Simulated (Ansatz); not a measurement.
Input

```
crystal:
  periodic: [false, false, false]
  atoms:
    - {symbol: Cl, position_ang: [-2.304098, -2.402399, -0.500699]}
    - {symbol: Al, position_ang: [-0.890641, -0.940236, -0.198805]}
    - {symbol: O, position_ang: [-0.748839, 0.726073, -0.622943]}
    - {symbol: Si, position_ang: [0.735753, 0.742397, 0.148814]}
    - {symbol: O, position_ang: [0.645435, -0.870873, 0.583657]}
    - {symbol: H, position_ang: [0.764267, 1.651271, 1.318765]}
    - {symbol: H, position_ang: [1.859423, 1.025767, -0.774589]}
basis:
  gaussian: {orbitals: def2-TZVPP}
hamiltonian: {xc: pbe0, dispersion: d4}
output: {orbitals: {seedname: orbitals}}
```

Launched as:

```sh
ansatz run in.yaml --threads 2 --pin off --events-out ev --progress --plain --max-ram 4352MiB
```

Geometry: PBE0-D4/def2-TZVP.

Theory: Ansatz 0.2.0, RKS PBE0-D4/def2-TZVPP.

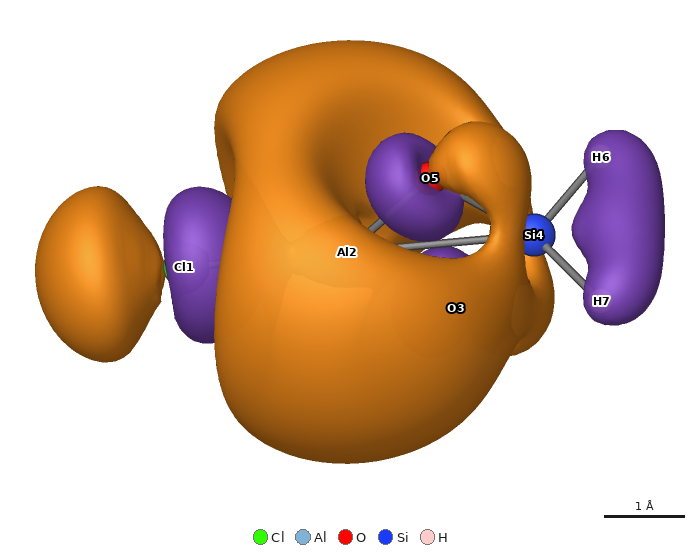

AlClH₂O₂Si. The LUMO at ±0.06 Å⁻³ᐟ² (orange and purple are the two phases), seen at an oblique angle.

### What is the character of this orbital?

It lies mainly on Al2 (about 55 %), Cl1 (about 20 %), Si4 (about 10 %), O3 (about 5 %) and O5 (about 5 %). Its energy is −1.26 eV.
